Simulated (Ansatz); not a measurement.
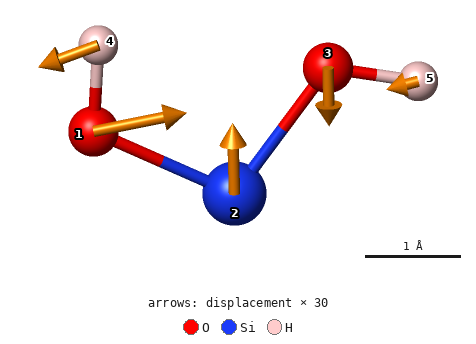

This is a relaxation of SiH2O2. The starting structure is drawn; orange arrows show the displacements, magnified 30 times. The two geometries are superimposed by the best rigid fit.

Style: ball-and-stick. Shown at a tilt.

The start comes from PBE-D4/def2-SVP.

These are results of Ansatz 0.2.0, RKS PBE0-D4/def2-TZVP, not measurements. Settings: force threshold 0.005 eV/Å; at most 150 steps.

Question: Describe the change and its energy.

Answer: O1 moves most after the best rigid fit: 0.033 Å. By element the largest moves are O 0.033 Å, Si 0.026 Å, H 0.023 Å. Some distances before and after: O1–Si2 1.680 → 1.642 Å, Si2–O3 1.701 → 1.663 Å, O1–H4 0.980 → 0.964 Å. Bond angles that change, for instance: Si2–O1–H4 114.4° → 117.5°. After 5 accepted moves (6 points after the start) the energy has fallen by 5.03 kJ/mol. The largest force component goes from 1 to 0.0034 eV/Å. The line search rejected the trial step at point 5 of the run. The run took of the order of 10 core-seconds on a shared host.
